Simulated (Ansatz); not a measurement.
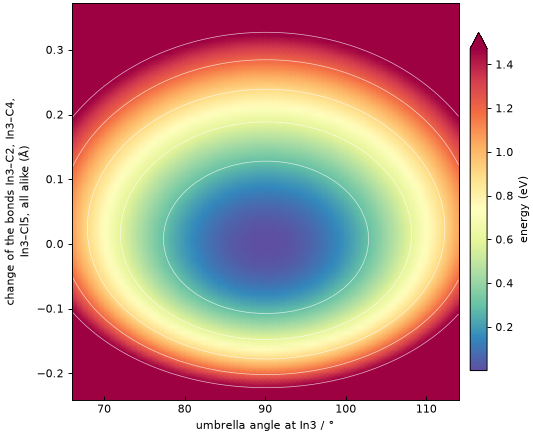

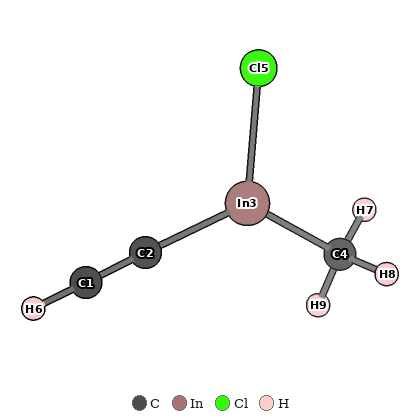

Energy landscape of C3H4ClIn, SMILES C#[C][In]([CH3])[Cl]. First axis: umbrella angle at In3 (between each of its bonds and their common axis; 90 is planar). Second axis: change of the bonds In3–C2, In3–C4, In3–Cl5, all alike. Nothing is relaxed (all other coordinates rigid). Grid: 9 × 9 points. Points are written as (first, second). Energies are in eV, from the relaxed molecule at the same level. Level of theory: RKS PBE0-D4/def2-SVP in Ansatz 0.2.0.

In the figure: a smooth colour map with a few white contour lines, one colour for all values above the top of the scale. Between grid points the surface is interpolated. The second picture is the structure at the lowest point.

Question: Where are the wells?

Answer: The lowest grid point is at (90°, −0.011 Å), 0.0027 eV from the relaxed molecule at the same level. It is the only kind of minimum in the scanned range. The highest grid point, (66°, −0.242 Å), lies 3.29 eV above the lowest. Round the minimum the two coordinates are nearly uncoupled.

Time for the 81 points that were run: 9.8 min on 1 thread of Arm Neoverse V2, with other jobs on the host.
